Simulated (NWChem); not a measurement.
# C2H5AlN2 (SMILES NC#[C][AlH][NH2]) at 4 levels

We compute a comparison of 4 runs (HF/6-31G, HF/def2-SVP, PBE0/def2-SVP, r2SCAN/6-31G*) of C2H5AlN2. 

The calculation is run with NWChem 7.3.0.

## (1) Starting point

The species is C2H5AlN2 (10 atoms), meant as a singlet with charge 0. As SMILES, `NC#[C][AlH][NH2]`. The coordinates come from a PBE0-D4/def2-TZVP relaxation.

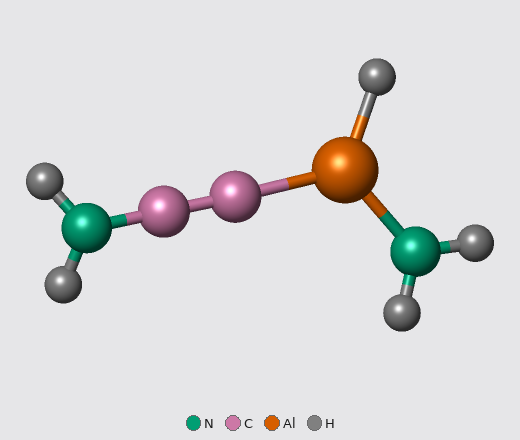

The structure, seen from a chosen angle (nitrogen teal, carbon pink, aluminium orange, hydrogen grey).

## (2) Energy and forces at HF/6-31G (run 1)

mymol.nw reads:

```
start mymol
title "C2H5AlN2 gradient"
memory 2200 mb
charge 0

geometry units atomic noautosym nocenter noautoz
  N      3.71217800    -1.76746084    -3.78568835
  C      2.03636887    -1.28709246    -1.96796079
  C      0.57504366    -0.82146395    -0.24925488
  Al    -1.66428180    -0.20843679     2.44643944
  N     -2.97556276     2.84082528     2.80756610
  H      3.99412514    -3.59747162    -4.23204166
  H      3.71217800    -0.59734243    -5.28820959
  H     -2.43661287    -2.32247341     4.40892002
  H     -4.18460953     3.33763428     4.18952282
  H     -2.61160150     4.32652796     1.67618707
end

basis spherical bse
  * library 6-31G
end

scf
  thresh 1e-08
  maxiter 80
  print low
end

task scf gradient
```

Run with:

```sh
nwchem mymol.nw > mymol.out
```

The log of the run:

```text
[...]
  functions       =    59
[...]
  wavefunction    = RHF
[...]
         Total SCF energy =   -429.347010309496
      One-electron energy =   -937.675154429905
      Two-electron energy =    333.679115905130
 Nuclear repulsion energy =    174.649028215279
        Time for solution =      5.3s
[...]
                         RHF ENERGY GRADIENTS
    atom               coordinates                        gradient
                 x          y          z           x          y          z
   1 N       3.712178  -1.767461  -3.785688    0.005884   0.010455   0.027899
   2 C       2.036369  -1.287092  -1.967961    0.010828  -0.007686  -0.023661
   3 C       0.575044  -0.821464  -0.249255   -0.012112   0.005386   0.016586
   4 Al     -1.664282  -0.208437   2.446439   -0.000150   0.004949  -0.002263
   5 N      -2.975563   2.840825   2.807566    0.008815  -0.020463  -0.002681
   6 H       3.994125  -3.597472  -4.232042   -0.004103  -0.011859  -0.004218
   7 H       3.712178  -0.597342  -5.288210   -0.005732   0.005702  -0.010410
   8 H      -2.436613  -2.322473   4.408920    0.000964   0.002962  -0.002559
   9 H      -4.184610   3.337634   4.189523   -0.005944   0.002813   0.006715
  10 H      -2.611602   4.326528   1.676187    0.001551   0.007741  -0.005410
[...]
```

It took 7.2 s on 1 thread of AMD EPYC 9R45 (Zen 5), shared host; peak memory 0.098 GiB.

## (3) Energy and gradient at HF/def2-SVP (run 2)

a.nw reads:

```
start a
title "C2H5AlN2"
memory 2200 mb

geometry units angstrom noautosym nocenter noautoz
  N     1.964400   -0.935300   -2.003300
  C     1.077600   -0.681100   -1.041400
  C     0.304300   -0.434700   -0.131900
  Al   -0.880700   -0.110300    1.294600
  N    -1.574600    1.503300    1.485700
  H     2.113600   -1.903700   -2.239500
  H     1.964400   -0.316100   -2.798400
  H    -1.289400   -1.229000    2.333100
  H    -2.214400    1.766200    2.217000
  H    -1.382000    2.289500    0.887000
end

basis spherical bse
  N library def2-SVP
  C library def2-SVP
  Al library def2-SVP
  H library def2-SVP
end

scf
  thresh 1e-08
  maxiter 80
end

task scf gradient
```

Run with:

```sh
nwchem a.nw > a.out
```

The log of the run:

```text
[...]
  functions       =    99
[...]
  wavefunction    = RHF
[...]
         Total SCF energy =   -429.237716919881
      One-electron energy =   -937.917955523034
      Two-electron energy =    334.031197809367
 Nuclear repulsion energy =    174.649040793786
        Time for solution =      8.1s
[...]
                         RHF ENERGY GRADIENTS
    atom               coordinates                        gradient
                 x          y          z           x          y          z
   1 N       3.712178  -1.767461  -3.785688   -0.003968   0.003576   0.011404
   2 C       2.036369  -1.287092  -1.967961    0.014068  -0.005471  -0.019236
   3 C       0.575044  -0.821464  -0.249255   -0.016761   0.006955   0.021081
   4 Al     -1.664282  -0.208437   2.446439    0.005021  -0.001016  -0.006287
   5 N      -2.975563   2.840825   2.807566    0.002268  -0.004108  -0.001210
   6 H       3.994125  -3.597471  -4.232041    0.001126  -0.006597  -0.001687
   7 H       3.712178  -0.597342  -5.288209    0.000113   0.004132  -0.005442
   8 H      -2.436613  -2.322473   4.408920   -0.000552  -0.000561   0.000973
   9 H      -4.184609   3.337634   4.189523   -0.002949  -0.000078   0.003960
  10 H      -2.611601   4.326528   1.676187    0.001633   0.003168  -0.003556
[...]
```

Wall time 11 s (1 thread of AMD EPYC 9R45 (Zen 5), shared host); peak memory 0.1 GiB.

Run 3 isn't shown in full; the table further down has it.

## (4) Energy and gradient at r2SCAN/6-31G(d) (spherical functions) (run 4)

test.nw reads:

```
start test
memory total 2200 mb
geometry noautosym nocenter noautoz
   N     1.964400   -0.935300   -2.003300
   C     1.077600   -0.681100   -1.041400
   C     0.304300   -0.434700   -0.131900
   Al   -0.880700   -0.110300    1.294600
   N    -1.574600    1.503300    1.485700
   H     2.113600   -1.903700   -2.239500
   H     1.964400   -0.316100   -2.798400
   H    -1.289400   -1.229000    2.333100
   H    -2.214400    1.766200    2.217000
   H    -1.382000    2.289500    0.887000
end
basis spherical bse
   * library 6-31G*
end
dft
   xc r2scan
   mult 1
   grid xfine
   convergence energy 1e-08
   maxiter 100
   mulliken
end
task dft gradient
```

Run with:

```sh
nwchem test.nw > test.out
```

The log of the run:

```text
[...]
          Wavefunction type:  closed shell.
          No. of atoms     :    10
          No. of electrons :    44
[...]
          Charge           :     0
          Spin multiplicity:     1
[...]
          AO basis - number of functions:    84
[...]
              XC Information
              --------------
                      r^2SCAN Method XC Functional
               r^2SCAN metaGGA Exchange Functional  1.000
                     r^2SCAN Correlation Potential  1.000
[...]
 d= 0,ls=0.0,diis     1   -430.8786546924 -6.06D+02  1.68D-02  7.09D-01     2.3
[...]
 d= 0,ls=0.0,diis    11   -430.9655358280 -3.94D-09  5.63D-07  4.99D-09    21.5
         Total DFT energy =     -430.965535828038
      One electron energy =     -938.751047775023
           Coulomb energy =      378.246368414434
    Exchange-Corr. energy =      -45.109897261236
 Nuclear repulsion energy =      174.649040793786
[...]
      Total Density - Mulliken Population Analysis
     ---------------------------------------------
    Atom       Charge   Shell Charges
 -----------   ------   -------------------------------------------------------
    1 N    7     7.90   2.00  0.76  2.56  0.95  1.61  0.03
    2 C    6     5.72   2.00  0.69  1.98  0.50  0.51  0.05
    3 C    6     6.18   2.00  0.67  1.95  0.80  0.74  0.02
    4 Al  13    12.56   2.00  2.00  5.97  0.74  1.26  0.15  0.23  0.21
    5 N    7     7.96   2.00  0.77  2.50  0.85  1.82  0.01
    6 H    1     0.63   0.50  0.13
    7 H    1     0.63   0.50  0.13
    8 H    1     1.12   0.49  0.64
    9 H    1     0.65   0.50  0.15
   10 H    1     0.65   0.50  0.15
[...]
  wavefunction    = closed shell
                         DFT ENERGY GRADIENTS
    atom               coordinates                        gradient
                 x          y          z           x          y          z
   1 N       3.712178  -1.767461  -3.785688   -0.004688  -0.000606  -0.000505
   2 C       2.036369  -1.287092  -1.967961   -0.011048   0.003867   0.013741
   3 C       0.575044  -0.821464  -0.249255    0.016034  -0.005152  -0.019126
   4 Al     -1.664282  -0.208437   2.446439   -0.003445   0.004816   0.002392
   5 N      -2.975563   2.840825   2.807566    0.000708  -0.000939  -0.000348
   6 H       3.994125  -3.597471  -4.232041   -0.000662   0.004439   0.001898
   7 H       3.712178  -0.597342  -5.288209   -0.000024  -0.002346   0.004325
   8 H      -2.436613  -2.322473   4.408920    0.000773   0.001372  -0.001603
   9 H      -4.184609   3.337634   4.189523    0.003234  -0.001450  -0.003645
  10 H      -2.611601   4.326528   1.676187   -0.000883  -0.004001   0.002872
[...]
```

Run time: 28 s. Hardware: 1 thread of AMD EPYC 9R45 (Zen 5), shared host; peak memory 0.15 GiB.

## (5) Overview of the runs

```tsv
run	level	iteration cap	module	energy (Eh)	largest force (eV/Å)	wall time
1	HF/6-31G	80	scf	-429.347010	1.562	7.2 s
2	HF/def2-SVP	80	scf	-429.237717	1.430	11 s
3	PBE0/def2-SVP	100	dft	-430.581362	0.998	9.6 s
4	r2SCAN/6-31G* (spherical functions)	100	dft	-430.965536	1.310	28 s
```

## (6) Results

```
                       quantity          value
            run 4: total energy  -430.96554 Eh
           run 4: dipole moment         2.94 D
             run 4: HOMO energy       -5.13 eV
             run 4: LUMO energy       -0.42 eV
           run 4: HOMO–LUMO gap        4.70 eV
run 4: largest force on an atom     1.310 eV/Å
```

What this shows: Totals of different functionals can't be ranked against each other. All runs together took 56 s, the longest 28 s.
